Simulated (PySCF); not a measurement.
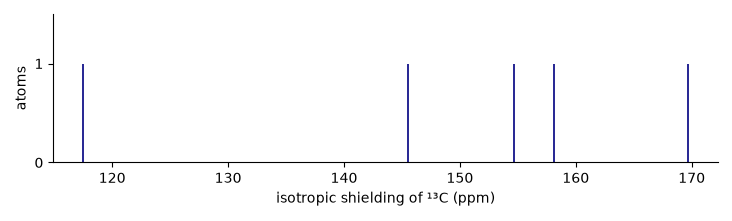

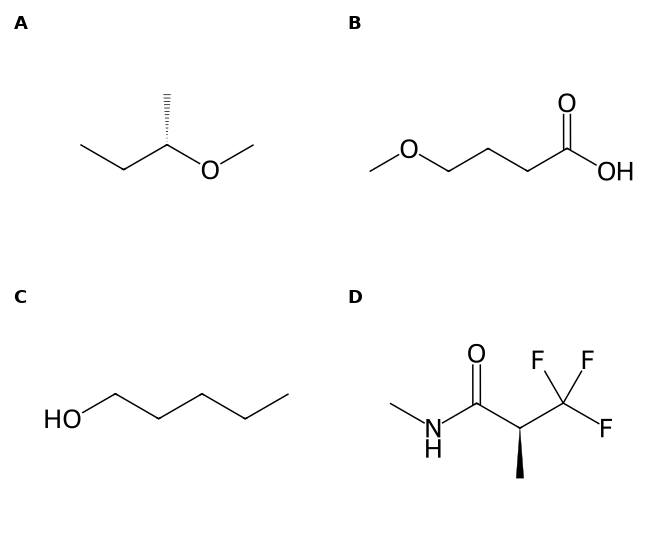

The sticks are computed shieldings of one of the molecules, for one fixed geometry (GFN2-xTB) without averaging over rotations. Low shielding means a high chemical shift. Method: GIAO PBE0/pcSseg-1 NMR shielding, non-relativistic, gas phase (PySCF 2.14.0).

Which molecule gives this pattern?

C, `CCCCCO`. Its 5 C atoms give lines at 117.5, 145.5, 154.7, 158.1, 169.6 ppm.
